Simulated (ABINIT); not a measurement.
# A GW chain in ABINIT: K2PdC2 (P-3m1), part 3 of 3

Wanted: ground state, empty states, screening and self-energy for K2PdC2 (P-3m1).

ABINIT 10.8.3; PBEsol and many-body steps on it, plane waves. Known limits of the many-body steps: not at the basis limit; no spin polarisation; d states lean on the start; no spin-orbit coupling; coarse k mesh.

So far. Step 3 (Bands along the symmetry lines): The gap is 1.364 eV, as in the run before at this level. Step 4 (Empty states on the mesh, 3×3×2 mesh, 111 bands): On this mesh the gap is 1.694 eV. The earlier step found 1.364 eV, so this mesh misses an edge.

In doubt: a PseudoDojo file used here is known to give poor structures and forces, which bears on pressures, cells, forces and phonons.

## (5) Screening, 3×3×2 mesh, 101 bands, screening to 106.1 eV

The RPA dielectric matrix is built and inverted for each q.

This step: RPA screening on PBEsol, plane waves, norm-conserving pseudopotentials.

File run.abi:

```
acell 3*1.0 Angstrom
rprim 
  5.118184061448 -0.000000000011 0.000000000000
  -2.559092030714 4.432477418464 0.000000000000
  0.000000000000 0.000000000000 5.258137180000
ntypat 3
znucl 19 46 6
natom 5
typat 1 1 2 3 3
xred 
  0.666666666667 0.333333333333 0.720198210000
  0.333333333333 0.666666666667 0.279801790000
  0.000000000000 0.000000000000 0.000000000000
  0.000000000000 0.000000000000 0.620196780000
  0.000000000000 0.000000000000 0.379803220000
pp_dirpath "pseudos"
pseudos "K.upf, Pd.upf, C.upf"
ecut 37
ngkpt 3 3 2
nshiftk 1
shiftk 0 0 0
kptopt 1
chksymbreak 0
istwfk *1
occopt 1
irdwfk 1
optdriver 3
nband 101
ecuteps 3.9
inclvkb 2
awtr 1
symchi 1
indata_prefix "in"
outdata_prefix "out"
tmpdata_prefix "tmp"
```

Command:

```
$ OMP_NUM_THREADS=1 mpirun -n 4 abinit run.abi > log
```

Numbers of over 12 decimals in the logs are rounded to 6 here.

The log of the run:

```text
.Version 10.8.3 of ABINIT. v10.8.2 released Aug 2026.

 Symmetries : space group P-3 m 1 (#164); Bravais hP (primitive hexag.)
[... echo of the input left out ...]
== DATASET  1 ==================================================================
-   mpi_nproc: 4, omp_nthreads: 1 (-1 if OMP is not activated)

--- !DatasetInfo
iteration_state: {dtset: 1, }
dimensions: {natom: 5, nkpt: 6, mband: 101, nsppol: 1, nspinor: 1, nspden: 1, mpw: 8704, }
cutoff_energies: {ecut:  37.0, pawecutdg:  -1.0, }
electrons: {nelect:   4.40000000E+01, charge:   0.00000000E+00, occopt:   1.00000000E+00, tsmear:   1.00000000E-02, }

 SCREENING: Calculation of the susceptibility and dielectric matrices

 Based on a program developped by R.W. Godby, V. Olevano, G. Onida, and L. Reining.
 Incorporated in ABINIT by V. Olevano, G.-M. Rignanese, and M. Torrent.
.Using double precision arithmetic ; gwpc =  8

[... cell and pseudopotentials left out ...]
--------------------------------------------------------------------------------

 ==== K-mesh for the wavefunctions ====
 Number of points in the irreducible wedge :     6
[... list of points left out ...]
 Together with 12 symmetry operations and time-reversal symmetry
 yields    18 points in the full Brillouin Zone.

 ==== Q-mesh for the screening function ====
 Number of points in the irreducible wedge :     6
[... list of points left out ...]
 Together with 12 symmetry operations and time-reversal symmetry
 yields    18 points in the full Brillouin Zone.

 setmesh: FFT mesh size selected  =    32x   32x   36
          total number of points  =        36864

 vcoul_init : cutoff-mode = AUXILIARY_FUNCTION
 q-points for optical limit:   1
     1)      0.000010    0.000020    0.000030

- screening: taking advantage of time-reversal symmetry
- Maximum band index for partially occupied states nbvw = 22
- Remaining bands to be divided among processors   nbcw = 79
- Number of bands treated by each node ~19

 Number of electrons calculated from density =   44.0000; Expected =   44.0000
 average of density, n =  0.054659
 r_s =    1.6346
 omega_plasma =   22.5521 [eV]

 calculating chi0 at frequencies [eV] :
  1    0.000000E+00    0.000000E+00
  2    0.000000E+00    2.255207E+01

--------------------------------------------------------------------------------
  q-point number  1        q = ( 0.000000, 0.000000, 0.000000) [r.l.u.]
--------------------------------------------------------------------------------
[... chi0 elements left out ...]
 For q-point:  0.000010 0.000020 0.000030
  dielectric constant =  10.5200
  dielectric constant without local fields =  12.5502

  Average fulfillment of the sum rule on Im[epsilon] for q-point    1 :     47.90  [%]
[... wings left out ...]
  q-point number  2        q = ( 0.333333, 0.000000, 0.000000) [r.l.u.]
--------------------------------------------------------------------------------
[... chi0 elements left out ...]
  Average fulfillment of the sum rule on Im[epsilon] for q-point    2 :     56.07  [%]

 [... 4 further q-points ...]
```

It took 44 s on 4 MPI ranks of Arm Neoverse V1, shared host; peak memory 1.2 GiB.

This step gave:

```yaml
eps_infinity_with_local_fields_on_this_mesh_along_the_program_s_q_direction: 10.52
the_same_without_local_fields: 12.55
plasma_frequency: 22.55 eV
plane_waves_in_the_screening_matrix: 315
```

Local fields lower ε∞ by 16 %. On a Γ-centred mesh this coarse the value itself is usually too large, while a short band sum pulls it down.

## (6) Self-energy, 3×3×2 mesh, 101 bands, screening to 106.1 eV

The self-energy is evaluated for the states that the input lists, and the levels follow from it, in one-shot runs by the linearised quasiparticle equation.

This step: G0W0 on PBEsol, plane waves, norm-conserving pseudopotentials.

Changes to run.abi since step 5:

```diff
@@ -26,8 +26,19 @@
 irdwfk 1
-optdriver 3
+optdriver 4
 nband 101
+gwcalctyp 0
+ecutsigx 37
+symsigma 1
+nkptgw 3
+kptgw 
+  0.0000000000 0.0000000000 0.5000000000
+  0.3333333333 0.0000000000 0.5000000000
+  0.0000000000 0.0000000000 0.0000000000
+bdgw 
+  21 24
+  21 24
+  21 24
 ecuteps 3.9
-inclvkb 2
-awtr 1
-symchi 1
+irdscr 1
+ppmodel 1
 indata_prefix "in"
```

The log of the run:

```text
.Version 10.8.3 of ABINIT. v10.8.2 released Aug 2026.

 Symmetries : space group P-3 m 1 (#164); Bravais hP (primitive hexag.)
[... echo of the input left out ...]
== DATASET  1 ==================================================================
-   mpi_nproc: 4, omp_nthreads: 1 (-1 if OMP is not activated)

--- !DatasetInfo
iteration_state: {dtset: 1, }
dimensions: {natom: 5, nkpt: 6, mband: 101, nsppol: 1, nspinor: 1, nspden: 1, mpw: 8704, }
cutoff_energies: {ecut:  37.0, pawecutdg:  -1.0, }
electrons: {nelect:   4.40000000E+01, charge:   0.00000000E+00, occopt:   1.00000000E+00, tsmear:   1.00000000E-02, }

 SIGMA: Calculation of the GW corrections

 Based on a program developped by R.W. Godby, V. Olevano, G. Onida, and L. Reining.
 Incorporated in ABINIT by V. Olevano, G.-M. Rignanese, and M. Torrent.
.Using double precision arithmetic ; gwpc =  8

[... cell and pseudopotentials left out ...]
--------------------------------------------------------------------------------

 ==== K-mesh for the wavefunctions ====
 Number of points in the irreducible wedge :     6
[... list of points left out ...]
 Together with 12 symmetry operations and time-reversal symmetry
 yields    18 points in the full Brillouin Zone.

 ==== Q-mesh for screening function ====
 Number of points in the irreducible wedge :     6
[... list of points left out ...]
 Together with 12 symmetry operations and time-reversal symmetry
 yields    18 points in the full Brillouin Zone.

 vcoul_init : cutoff-mode = AUXILIARY_FUNCTION
 q-points for optical limit:   1
     1)      0.000010    0.000020    0.000030
 setmesh: FFT mesh size selected  =    45x   45x   60
          total number of points  =       121500

 Number of electrons calculated from density =   44.0000; Expected =   44.0000
 average of density, n =  0.054659
 r_s =    1.6346
 omega_plasma =   22.5521 [eV]

 === KS Band Gaps ===
  >>>> For spin  1
   Minimum direct gap =   1.7136 [eV], located at k-point      :   0.3333  0.0000  0.5000
   Fundamental gap    =   1.6937 [eV], Top of valence bands at :   0.0000  0.0000  0.5000
                                       Bottom of conduction at :   0.3333  0.0000  0.5000
 SIGMA fundamental parameters:
 PLASMON POLE MODEL  1
 number of plane-waves for SigmaX                 8613
 number of plane-waves for SigmaC and W            315
 number of plane-waves for wavefunctions          8613
 number of bands                                   101
 number of independent spin polarizations            1
 number of spinorial components                      1
 number of k-points in IBZ                           6
 number of q-points in IBZ                           6
 number of symmetry operations                      12
 number of k-points in BZ                           18
 number of q-points in BZ                           18
 number of frequencies for dSigma/dE                 9
 frequency step for dSigma/dE [eV]                0.25
 number of omega for Sigma on real axis              0
 max omega for Sigma on real axis  [eV]           0.00
 zcut for avoiding poles [eV]                     0.10

 EPSILON^-1 parameters (SCR file):
 dimension of the eps^-1 matrix on file            315
 dimension of the eps^-1 matrix used               315
 number of plane-waves for wavefunctions          8613
 number of bands                                   101
 number of q-points in IBZ                           6
 number of frequencies                               2
 number of real frequencies                          1
 number of imag frequencies                          1

 matrix elements of self-energy operator (all in [eV])

 Perturbative Calculation

--- !SelfEnergy_ee
iteration_state: {dtset: 1, }
kpoint     : [   0.000,    0.000,    0.500, ]
spin       : 1
KS_gap     :    2.660
QP_gap     :    3.821
Delta_QP_KS:    1.161
data: !SigmaeeData |
     Band     E0 <VxcDFT>   SigX SigC(E0)      Z dSigC/dE  Sig(E)    E-E0       E
       21   3.223 -20.018 -24.052   4.022   0.755  -0.325 -20.027  -0.009   3.214
       22   3.223 -20.018 -24.052   4.022   0.755  -0.325 -20.027  -0.009   3.214
       23   5.883 -10.705  -6.226  -3.035   0.797  -0.254  -9.554   1.152   7.035
       24   5.883 -10.705  -6.226  -3.035   0.797  -0.254  -9.554   1.152   7.035

--- !SelfEnergy_ee
iteration_state: {dtset: 1, }
kpoint     : [   0.333,    0.000,    0.500, ]
spin       : 1
KS_gap     :    1.714
QP_gap     :    2.460
Delta_QP_KS:    0.747
data: !SigmaeeData |
     Band     E0 <VxcDFT>   SigX SigC(E0)      Z dSigC/dE  Sig(E)    E-E0       E
       21   3.181 -20.033 -24.124   4.062   0.755  -0.325 -20.055  -0.022   3.159
       22   3.204 -19.892 -23.909   3.996   0.755  -0.325 -19.908  -0.016   3.187
       23   4.917  -9.738  -6.111  -2.718   0.804  -0.244  -9.007   0.731   5.648
       24   6.027 -10.743  -6.345  -3.036   0.795  -0.258  -9.660   1.083   7.110

--- !SelfEnergy_ee
iteration_state: {dtset: 1, }
kpoint     : [   0.000,    0.000,    0.000, ]
spin       : 1
KS_gap     :    5.247
QP_gap     :    6.077
Delta_QP_KS:    0.830
data: !SigmaeeData |
     Band     E0 <VxcDFT>   SigX SigC(E0)      Z dSigC/dE  Sig(E)    E-E0       E
       21   2.088 -21.547 -27.218   5.460   0.732  -0.366 -21.701  -0.154   1.934
       22   2.088 -21.547 -27.218   5.460   0.732  -0.366 -21.701  -0.154   1.934
       23   7.336 -10.962  -7.114  -3.010   0.807  -0.239 -10.286   0.676   8.011
       24   7.675  -7.427  -3.056  -3.515   0.822  -0.217  -6.724   0.703   8.378

== END DATASET(S) ==============================================================
================================================================================

 -outvars: echo values of variables after computation  --------
           etotal      0.0000000000E+00
            nband         101
             nkpt           6
          spgroup         164
 [... the other variables as echoed above ...]

 Calculation completed.
```

Run time: 17 s. Hardware: 4 MPI ranks; peak memory 0.98 GiB; 69 s of CPU time.

Numbers from this step:

```
G0W0 gap on the points computed              : 2.434 eV
starting gap on the mesh                     : 1.694 eV
k of the valence top                         : 0, 0, 0.5
k of the conduction bottom                   : 0.3333, 0, 0.5
Z at the valence top                         : 0.755
Z at the conduction bottom                   : 0.804
least direct G0W0 gap on the computed points : 2.461 eV
```

The gap on the mesh goes from 1.69 eV to 2.43 eV, a correction of +0.74 eV. The start differs from the 1.36 eV found before because the two sample other k points.

Limits: finite bands, cutoff and mesh; no spin polarisation; d states lean on the start; no spin-orbit coupling; coarse k mesh. v1 is the top filled band, c1 the lowest empty one. The levels before and after the correction (eV, zero at the valence-band top of each column):

|  | conduction bottom | valence top |
| --- | --- | --- |
| Kohn-Sham | 1.69 | 0.00 |
| G0W0 | 2.43 | 0.00 |

|  | level | energy (eV) |
| --- | --- | --- |
| Kohn-Sham | (0 0 0.5) v2-v1 | 0.000 |
| Kohn-Sham | (0 0 0.5) c1-c2 | 2.660 |
| Kohn-Sham | (0.333 0 0.5) v2 | -0.042 |
| Kohn-Sham | (0.333 0 0.5) v1 | -0.020 |
| Kohn-Sham | (0.333 0 0.5) c1 | 1.694 |
| Kohn-Sham | (0.333 0 0.5) c2 | 2.804 |
| G0W0 | (0 0 0.5) v2-v1 | 0.000 |
| G0W0 | (0 0 0.5) c1-c2 | 3.821 |
| G0W0 | (0.333 0 0.5) v2 | -0.055 |
| G0W0 | (0.333 0 0.5) v1 | -0.027 |
| G0W0 | (0.333 0 0.5) c1 | 2.434 |
| G0W0 | (0.333 0 0.5) c2 | 3.896 |

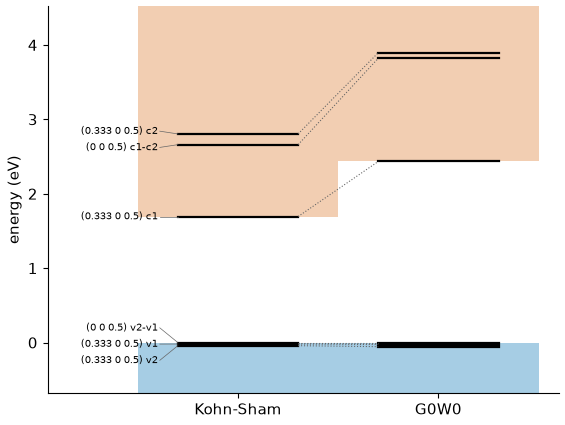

Levels before and after the correction. Shaded: valence and conduction bands.

## (7) Where the time went

Times are wall times on 4 MPI ranks of Arm Neoverse V1, shared host, good to a factor of about two.

| step | time | share | memory (GiB) |
| --- | --- | --- | --- |
| ground state | 1.8 min | 27 % | 0.54 |
| bands along the symmetry lines | 2.8 min | 42 % | 0.59 |
| empty states on the mesh | 62 s | 15 % | 0.42 |
| screening | 44 s | 11 % | 1.2 |
| self-energy | 17 s | 4 % | 0.98 |

## (8) What came out

| Item | Value |
| --- | --- |
| PBEsol gap | 1.36 eV, indirect (only 26 meV under the direct gap) |
| G0W0 gap on the mesh | 2.43 eV |
| G0W0 gap over the zone (rigid shift) | 2.10 eV |
| GW settings | 3×3×2 mesh, 101 bands, screening to 106.1 eV, Godby-Needs plasmon pole |
| known limits | not at the basis limit; no spin polarisation; d states lean on the start; no spin-orbit coupling; coarse k mesh |

G0W0 moves the gap on the mesh from 1.69 eV to 2.43 eV (+0.74 eV), with Z of 0.76 and 0.80 at the edges. The mesh misses the band edges by 0.33 eV in all; a rigid shift gives 2.10 eV for the zone. Local fields lower the RPA ε∞ on this mesh from 12.55 to 10.52; a Γ-centred mesh this coarse tends to raise both, most where the direct gap is narrow, while a short band sum lowers them. Only 3 of the mesh's irreducible points were corrected, so a valley elsewhere could overtake. The dearest step here is «bands along the symmetry lines». Bands and cutoff are finite, so the gap is not at the basis limit. The miss can reach some tenths of an eV and take either sign; the mesh is an error of its own. In the G0W0 run levels were corrected at 3 k points alone, so a gap called «on the mesh» is the least over those, and an edge elsewhere would be missed. A denser mesh or path gives a starting gap of 1.36 eV: the GW mesh misses a band edge, so its gaps are not the fundamental one. The 3×3×2 mesh is coarse for this cell, which bears on the long-range parts of exchange and screening. The runs have no spin polarisation. For a closed low-spin shell that is the natural state; where a d or f shell is open it is a constraint, and the gap is then not the crystal's own. With d states at the gap, one-shot GW leans hard on its start. The many-body steps are scalar-relativistic: spin-orbit coupling is not in them.

[Paths, hosts, dates, memory and timing lines, banners, echoed tables and standing remarks are left out of the program output.]

[Logs are printed without paths, hosts, clocks, repeated set-up lines and the standing remarks that a program may print on its own settings, such as how far it seeks lower states.]

[Runs of the session that timed out or met a known fault of the program may be left out.]

[Hosts, paths, dates, database ids (printed as entryN), source tags and the programs' standing remarks are cut or masked in the printed files.]

[G0W0 gaps are taken among the corrected bands and points alone; a level outside them can change the order at an edge.]

[Where Ansatz stands beside ABINIT at settings called matched, ABINIT's density can come from a denser mesh and the files from another edition; pairs whose starting gaps differed by over 0.03 eV were left out, so agreement reads better than it is.]
